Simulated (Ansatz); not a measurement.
# Run report: Si2H4F (charge −1), geometry relaxation (part 2 of 2)

The same run, continued: Si2H4F, charge −1; RKS PBE-D4/def2-SVPD (Ansatz 0.2.0). 

Geometry of the input (Å):
```
F  -0.4737  -1.9999  1.3299
Si -0.1484  -1.6012  -0.2788
Si 0.4068  0.7246  -0.0707
H  -0.5539  -2.5574  2.0446
H  0.4379  1.3401  -1.4499
H  -0.4376  1.7004  0.7228
H  1.7926  1.0224  0.4520
```

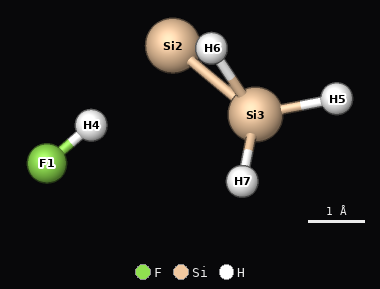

*The geometry at step 32 of the log (ball-and-stick view, seen at a tilt; atoms are numbered from 1 in the order of the input).*

Trajectory as extended XYZ (Å, eV, eV/Å), 30 of the 60 frames kept, from step=1 to step=60
```
7
Properties=species:S:1:pos:R:3:forces:R:3 step=1 energy=-18515.82322
F    -0.4737   -1.9999    1.3299   -1.0600   2.1369   1.7367
Si   -0.1484   -1.6012   -0.2788    1.1528   1.3508  -5.7823
Si    0.4068    0.7246   -0.0707   -0.1886  -0.9901   0.1239
H    -0.5539   -2.5574    2.0446   -0.0976  -3.1477   3.7537
H     0.4379    1.3401   -1.4499   -0.0493  -0.0010  -0.2418
H    -0.4376    1.7004    0.7228   -0.1532   0.3721   0.1852
H     1.7926    1.0224    0.4520    0.3960   0.2791   0.2246
7
Properties=species:S:1:pos:R:3:forces:R:3 step=3 energy=-18517.10680
F    -0.7866   -2.0852    1.2405   -0.2517  -0.0402   0.6398
Si   -0.1386   -1.5601   -0.4541    0.2570   0.1316  -1.1549
Si    0.4350    0.6818   -0.0397   -0.1085   0.1118   0.2076
H    -0.3106   -2.4468    2.1964    0.0331  -0.1556   0.3834
H     0.4362    1.2818   -1.4453    0.0419  -0.0218  -0.0212
H    -0.4361    1.6907    0.7418    0.0405  -0.0105  -0.0409
H     1.8242    1.0671    0.5101   -0.0123  -0.0153  -0.0138
7
Properties=species:S:1:pos:R:3:forces:R:3 step=5 energy=-18517.19742
F    -0.6981   -2.0923    1.2677    0.0784  -0.0865   0.6668
Si   -0.2850   -1.5443   -0.6396    0.1457   0.0541  -0.0881
Si    0.3677    0.6536   -0.0620    0.0139   0.0743  -0.0549
H    -0.1761   -2.3159    2.2709   -0.1687   0.0587  -0.5144
H     0.5733    1.3444   -1.4135   -0.0267   0.0186  -0.0039
H    -0.4804    1.6973    0.6924   -0.0154  -0.0260  -0.0063
H     1.7222    0.8864    0.6339   -0.0272  -0.0933   0.0009
7
Properties=species:S:1:pos:R:3:forces:R:3 step=7 energy=-18517.25146
F    -0.6889   -2.0461    1.3390    0.2342  -0.2518   0.8772
Si   -0.2949   -1.5372   -0.6487    0.1249   0.0995  -0.2403
Si    0.3751    0.6605   -0.0914   -0.0721  -0.0661  -0.0255
H    -0.1646   -2.3594    2.2536   -0.3040   0.2157  -0.6470
H     0.5931    1.3905   -1.4227    0.0082  -0.0260   0.0320
H    -0.5071    1.6715    0.6666    0.0377   0.0313   0.0181
H     1.7109    0.8493    0.6534   -0.0289  -0.0024  -0.0145
7
Properties=species:S:1:pos:R:3:forces:R:3 step=9 energy=-18517.47425
F    -0.6115   -1.9928    1.5646    0.1138  -0.3062   0.6254
Si   -0.3838   -1.4707   -0.9276    0.1108   0.2675  -0.0174
Si    0.3141    0.6310   -0.1173    0.1426  -0.1764  -0.1744
H    -0.0542   -2.3520    2.2527   -0.2012   0.2634  -0.4959
H     0.7111    1.4111   -1.3919   -0.0182  -0.0670   0.1197
H    -0.5513    1.7017    0.5983    0.0447  -0.0426   0.0376
H     1.5991    0.7009    0.7711   -0.1925   0.0614  -0.0949
7
Properties=species:S:1:pos:R:3:forces:R:3 step=11 energy=-18517.62801
F    -0.7539   -1.9321    1.9101    2.2308  -1.1643   0.6870
Si   -0.4817   -1.3943   -1.1067    0.2066   0.1201   0.2987
Si    0.3360    0.5878   -0.1235    0.0791   0.2216   0.1569
H     0.1641   -2.3530    2.0368   -2.3692   1.2122  -0.8580
H     0.8295    1.3662   -1.3749    0.0357  -0.1608   0.2082
H    -0.6260    1.6386    0.5240    0.1968  -0.2376  -0.1188
H     1.5556    0.7159    0.8840   -0.3800   0.0088  -0.3740
7
Properties=species:S:1:pos:R:3:forces:R:3 step=13 energy=-18517.93421
F    -0.7661   -1.8611    2.0070    1.8034  -0.6936  -0.1922
Si   -0.4455   -1.4701   -1.0252    0.1192   0.0151   0.4039
Si    0.3214    0.5469   -0.0832    0.2298   0.2811   0.1615
H     0.1621   -2.1565    1.7120   -1.9653   0.7467  -0.1277
H     0.8404    1.3088   -1.3370    0.0276  -0.1504   0.2391
H    -0.6300    1.5994    0.5647    0.1383  -0.2547  -0.1753
H     1.5414    0.6618    0.9115   -0.3531   0.0558  -0.3093
7
Properties=species:S:1:pos:R:3:forces:R:3 step=15 energy=-18518.34970
F    -0.7614   -1.8485    2.0274    0.6475  -0.2266  -0.1367
Si   -0.3898   -1.5770   -0.7525    0.0147  -0.1770   0.3935
Si    0.3525    0.5415   -0.0592    0.2582   0.3048   0.0819
H     0.0399   -2.0342    1.3841   -0.8205   0.2576  -0.2239
H     0.8273    1.3007   -1.3194    0.0345  -0.0439   0.1483
H    -0.6210    1.5462    0.5886    0.0154  -0.1871  -0.1382
H     1.5760    0.7004    0.8808   -0.1498   0.0721  -0.1250
7
Properties=species:S:1:pos:R:3:forces:R:3 step=17 energy=-18518.54759
F    -0.7254   -1.9994    2.1709    0.2434   0.0464   0.0302
Si   -0.4661   -1.5769   -0.5866    0.2617   0.1302   0.1040
Si    0.4583    0.5600   -0.0994   -0.1493   0.1447  -0.1071
H    -0.1025   -1.9701    1.2121   -0.4162  -0.1766   0.0143
H     0.8964    1.3847   -1.3191    0.0059   0.0227   0.0554
H    -0.6630    1.4186    0.5054    0.1044  -0.0938  -0.0506
H     1.6259    0.8123    0.8666   -0.0499  -0.0737  -0.0463
7
Properties=species:S:1:pos:R:3:forces:R:3 step=19 energy=-18518.64295
F    -0.7427   -2.1380    2.3114    0.3706  -0.0795  -0.4009
Si   -0.3883   -1.5447   -0.5849    0.1281   0.0713   0.0472
Si    0.5086    0.6181   -0.1751   -0.0313  -0.0625   0.0471
H    -0.2678   -2.0557    1.2755   -0.4812   0.1468   0.3945
H     0.9045    1.5211   -1.3506   -0.0067   0.0081   0.0459
H    -0.6590    1.3781    0.4694    0.0766  -0.0861  -0.0675
H     1.6684    0.8502    0.8041   -0.0562   0.0018  -0.0663
7
Properties=species:S:1:pos:R:3:forces:R:3 step=21 energy=-18518.69044 accepted=F
F    -0.6776   -2.3695    2.4388    0.2042   0.5135  -1.0468
Si   -0.3435   -1.4825   -0.6938   -0.0344   0.0374   0.4187
Si    0.5753    0.6385   -0.2458   -0.1081   0.0478   0.0377
H    -0.4953   -1.9678    1.4408   -0.1081  -0.5041   0.6892
H     0.9206    1.6403   -1.3651    0.0439  -0.0198   0.1016
H    -0.6653    1.2765    0.4134    0.1225  -0.0259  -0.1243
H     1.7094    0.8936    0.7617   -0.1201  -0.0489  -0.0762
7
Properties=species:S:1:pos:R:3:forces:R:3 step=23 energy=-18518.73932
F    -0.6474   -2.2652    2.4050    0.1808   0.1014  -0.4949
Si   -0.3859   -1.4690   -0.7010   -0.0541  -0.1270   0.2453
Si    0.5532    0.6125   -0.2224    0.0220   0.1808  -0.0108
H    -0.4311   -2.0051    1.4084   -0.1664  -0.0682   0.3130
H     0.9337    1.5997   -1.3381    0.0494   0.0289   0.0526
H    -0.6787    1.2887    0.4053    0.0642  -0.0639  -0.0679
H     1.6799    0.8674    0.7926   -0.0958  -0.0520  -0.0372
7
Properties=species:S:1:pos:R:3:forces:R:3 step=25 energy=-18518.75405 accepted=F
F    -0.3864   -2.2984    2.3426    0.1587   0.0343  -0.0210
Si   -0.6848   -1.3538   -0.6491    0.1606   0.0604   0.1195
Si    0.5542    0.5566   -0.1950   -0.0835   0.2672  -0.1433
H    -0.3543   -1.9324    1.3720   -0.2833  -0.0934   0.0539
H     1.1204    1.4797   -1.2925    0.0219  -0.0150   0.0743
H    -0.7434    1.3056    0.2074    0.0952  -0.1282  -0.0155
H     1.5179    0.8719    0.9645   -0.0696  -0.1253  -0.0679
7
Properties=species:S:1:pos:R:3:forces:R:3 step=27 energy=-18518.78311
F    -0.3770   -2.3328    2.3732    0.0164   0.0019  -0.0478
Si   -0.6582   -1.3280   -0.6248    0.0253   0.0198   0.0421
Si    0.5775    0.5866   -0.2343    0.0203   0.0499   0.0101
H    -0.4317   -1.9623    1.4102   -0.0295   0.0106   0.0218
H     1.1306    1.5509   -1.3010   -0.0180  -0.0362   0.0476
H    -0.7519    1.2533    0.1895    0.0387  -0.0323  -0.0133
H     1.5344    0.8615    0.9370   -0.0532  -0.0137  -0.0605
7
Properties=species:S:1:pos:R:3:forces:R:3 step=29 energy=-18518.78677
F    -0.3072   -2.3584    2.3461   -0.0265   0.0667  -0.1065
Si   -0.7303   -1.2639   -0.5909    0.0170   0.0451   0.0379
Si    0.6029    0.5703   -0.2330   -0.0090  -0.0716  -0.0218
H    -0.4438   -1.9217    1.4122    0.0181  -0.0639   0.0877
H     1.1688    1.5313   -1.2851    0.0118   0.0377  -0.0239
H    -0.7667    1.1921    0.1342   -0.0368  -0.0188   0.0023
H     1.4998    0.8796    0.9664    0.0253   0.0048   0.0244
7
Properties=species:S:1:pos:R:3:forces:R:3 step=32 energy=-18518.86109
F    -0.2642   -2.3193    2.3024   -0.0397   0.1338  -0.2635
Si   -0.8773   -1.0599   -0.5066    0.1415   0.1917  -0.0219
Si    0.7341    0.4997   -0.2600   -0.1090  -0.4177  -0.0677
H    -0.4422   -1.8206    1.3896    0.0148  -0.0961   0.3051
H     1.1702    1.5991   -1.2227    0.0273   0.1944  -0.1286
H    -0.7931    0.8237    0.0557   -0.1792  -0.0598   0.0142
H     1.4961    0.9066    0.9916    0.1443   0.0537   0.1624
7
Properties=species:S:1:pos:R:3:forces:R:3 step=34 energy=-18518.88527
F    -0.2879   -2.2750    2.3138   -0.0030  -0.0363   0.0438
Si   -0.8642   -1.0296   -0.5341   -0.0419  -0.0846  -0.0566
Si    0.7577    0.4794   -0.2767    0.0400  -0.0218  -0.0119
H    -0.4501   -1.8129    1.4103    0.0090   0.0604  -0.0166
H     1.1327    1.6620   -1.1971   -0.0189   0.0225   0.0234
H    -0.8112    0.7318    0.0517   -0.0321   0.0505   0.0019
H     1.5466    0.8733    0.9820    0.0469   0.0092   0.0159
7
Properties=species:S:1:pos:R:3:forces:R:3 step=36 energy=-18518.89157
F    -0.2898   -2.1949    2.3347    0.0170   0.0361  -0.0646
Si   -0.8659   -1.0551   -0.5794    0.0269   0.0242   0.0527
Si    0.7553    0.4511   -0.2770    0.0479   0.0705   0.0286
H    -0.4150   -1.7663    1.4066   -0.0350  -0.0330   0.0368
H     1.0756    1.7158   -1.1132   -0.0161  -0.0439   0.0305
H    -0.8328    0.7087    0.0011   -0.0313  -0.0240  -0.0380
H     1.5964    0.7698    0.9772   -0.0095  -0.0299  -0.0462
7
Properties=species:S:1:pos:R:3:forces:R:3 step=38 energy=-18518.91751
F    -0.2345   -2.0213    2.3620   -0.0673  -0.0046  -0.2539
Si   -0.8704   -1.0776   -0.5918    0.1231   0.4057   0.0592
Si    0.7519    0.4260   -0.2540    0.3566   0.0013   0.2335
H    -0.3956   -1.7026    1.3916    0.0984   0.0335   0.2813
H     0.9794    1.8286   -0.9327   -0.1073  -0.3445   0.2542
H    -0.9344    0.6439   -0.2035   -0.2296  -0.1544  -0.1735
H     1.7272    0.5321    0.9783   -0.1739   0.0629  -0.4007
7
Properties=species:S:1:pos:R:3:forces:R:3 step=40 energy=-18519.20848
F    -0.2215   -1.9559    2.3912   -0.0195   0.0844  -0.4060
Si   -0.8933   -1.0415   -0.5738    0.2572   0.5294   0.0267
Si    0.7663    0.3890   -0.1959    0.8052   0.3112   0.5898
H    -0.3372   -1.5819    1.4547   -0.0046  -0.0312   0.5100
H     0.8593    1.9045   -0.6842   -0.1101  -0.7059   0.3616
H    -1.0844    0.5653   -0.5569   -0.5281  -0.2170  -0.3580
H     1.9344    0.3497    0.9147   -0.4002   0.0292  -0.7239
7
Properties=species:S:1:pos:R:3:forces:R:3 step=42 energy=-18519.62983
F    -0.1842   -1.9631    2.4181   -0.0712   0.0949  -0.1172
Si   -0.8517   -0.9737   -0.5843    0.0981   0.0725  -0.0079
Si    0.7897    0.4087   -0.0891    0.6806  -0.0659   0.3919
H    -0.3637   -1.4833    1.5748    0.0513  -0.0494   0.1938
H     0.8198    1.8881   -0.4557   -0.0398   0.0519   0.0981
H    -1.2839    0.4917   -0.8809   -0.3739  -0.0551  -0.2063
H     2.0976    0.2607    0.7670   -0.3451  -0.0489  -0.3524
7
Properties=species:S:1:pos:R:3:forces:R:3 step=44 energy=-18519.78897
F    -0.2271   -1.8812    2.4676   -0.0358  -0.0557   0.2253
Si   -0.7488   -0.9418   -0.6421   -0.0488  -0.0590  -0.1405
Si    0.8680    0.4456   -0.0589    0.1073  -0.0052   0.0225
H    -0.3737   -1.4028    1.6357    0.0354   0.0805  -0.1860
H     0.8471    1.9588   -0.1715    0.0677   0.1436   0.0418
H    -1.5679    0.3233   -1.0630    0.0544  -0.0861   0.1161
H     2.2259    0.1273    0.5821   -0.1801  -0.0181  -0.0792
7
Properties=species:S:1:pos:R:3:forces:R:3 step=46 energy=-18519.81474
F    -0.2791   -1.8301    2.4732   -0.0566  -0.0234   0.1543
Si   -0.6981   -0.9699   -0.7030   -0.0377  -0.0062  -0.0489
Si    0.8806    0.4501   -0.0798    0.0219  -0.0257   0.0273
H    -0.3736   -1.3797    1.6154    0.0754   0.0580  -0.1361
H     0.8516    1.9718   -0.1071    0.0227   0.0709   0.0642
H    -1.5978    0.2770   -0.9823    0.0579  -0.0614   0.0213
H     2.2401    0.1101    0.5336   -0.0836  -0.0122  -0.0821
7
Properties=species:S:1:pos:R:3:forces:R:3 step=48 energy=-18519.84605
F    -0.3762   -1.7027    2.4750   -0.0007   0.1532  -0.2453
Si   -0.6332   -1.0231   -0.8004   -0.0459   0.2492  -0.0210
Si    0.8860    0.4392   -0.0905   -0.0466   0.1016   0.0350
H    -0.3186   -1.2804    1.5841    0.0227  -0.0869   0.2433
H     0.8260    1.9733    0.1122    0.0052  -0.3175   0.0094
H    -1.6443    0.1783   -0.9175    0.1293  -0.1569   0.0218
H     2.2840    0.0446    0.3871   -0.0640   0.0573  -0.0432
7
Properties=species:S:1:pos:R:3:forces:R:3 step=50 energy=-18519.87677
F    -0.3819   -1.4392    2.4629    0.0684  -0.0091  -0.1427
Si   -0.6159   -1.0498   -1.0135   -0.0256   0.2335   0.0642
Si    0.8515    0.3235   -0.0575    0.0892   0.2989   0.0473
H    -0.1814   -1.1196    1.5473   -0.1291   0.0447   0.1530
H     0.6886    1.7877    0.4317    0.0196  -0.3746  -0.1019
H    -1.6462    0.1389   -0.9027    0.1227  -0.1907   0.0164
H     2.3088   -0.0125    0.2816   -0.1452  -0.0027  -0.0363
7
Properties=species:S:1:pos:R:3:forces:R:3 step=52 energy=-18519.88619
F    -0.3968   -1.4401    2.4410    0.0254   0.0438  -0.1220
Si   -0.5956   -1.0441   -0.9817   -0.0193   0.0303  -0.0259
Si    0.8919    0.3651   -0.1268   -0.0208   0.0025   0.1954
H    -0.2250   -1.0977    1.5313   -0.0205  -0.0080   0.0873
H     0.6875    1.7640    0.4612    0.0448  -0.0693  -0.0568
H    -1.6515    0.1022   -0.8589    0.0479  -0.0406  -0.0042
H     2.3133   -0.0202    0.2837   -0.0577   0.0413  -0.0739
7
Properties=species:S:1:pos:R:3:forces:R:3 step=54 energy=-18519.89231
F    -0.4333   -1.4483    2.4264    0.0305   0.0551  -0.0901
Si   -0.5794   -1.0403   -1.0070    0.0009   0.0174   0.0435
Si    0.8825    0.3521   -0.0854   -0.0022  -0.0227   0.0317
H    -0.2268   -1.0780    1.5334   -0.0309  -0.0459   0.0773
H     0.7052    1.7705    0.4470   -0.0013  -0.0193   0.0199
H    -1.6506    0.0779   -0.8166    0.0147  -0.0020  -0.0411
H     2.3260   -0.0049    0.2520   -0.0118   0.0173  -0.0412
7
Properties=species:S:1:pos:R:3:forces:R:3 step=56 energy=-18519.89400
F    -0.4223   -1.4236    2.4330   -0.0021   0.0167  -0.0678
Si   -0.5777   -1.0442   -1.0040    0.0016   0.0196   0.0061
Si    0.8788    0.3464   -0.0737    0.0070  -0.0167  -0.0201
H    -0.2400   -1.0821    1.5235    0.0076  -0.0100   0.0789
H     0.7017    1.7568    0.4771   -0.0029  -0.0019   0.0101
H    -1.6485    0.0769   -0.8342    0.0027  -0.0102  -0.0048
H     2.3316   -0.0011    0.2283   -0.0139   0.0025  -0.0024
7
Properties=species:S:1:pos:R:3:forces:R:3 step=58 energy=-18519.89372 accepted=F
F    -0.4473   -1.4328    2.4266    0.0458   0.0431  -0.0740
Si   -0.5760   -1.0423   -1.0065   -0.0014   0.0070   0.0038
Si    0.8827    0.3486   -0.0805   -0.0014  -0.0148   0.0143
H    -0.2173   -1.0701    1.5361   -0.0570  -0.0358   0.0671
H     0.7005    1.7554    0.4770    0.0047   0.0011   0.0105
H    -1.6529    0.0719   -0.8275    0.0132  -0.0087  -0.0074
H     2.3338   -0.0016    0.2246   -0.0040   0.0082  -0.0141
7
Properties=species:S:1:pos:R:3:forces:R:3 step=60 energy=-18519.89457
F    -0.4295   -1.4202    2.4311   -0.0016   0.0013   0.0010
Si   -0.5751   -1.0421   -1.0102    0.0054   0.0075  -0.0008
Si    0.8802    0.3477   -0.0768   -0.0119  -0.0116  -0.0077
H    -0.2299   -1.0710    1.5308   -0.0004   0.0003   0.0039
H     0.7018    1.7508    0.4919    0.0002   0.0016   0.0038
H    -1.6553    0.0687   -0.8381    0.0041  -0.0014   0.0015
H     2.3314   -0.0047    0.2213    0.0041   0.0023  -0.0018
```
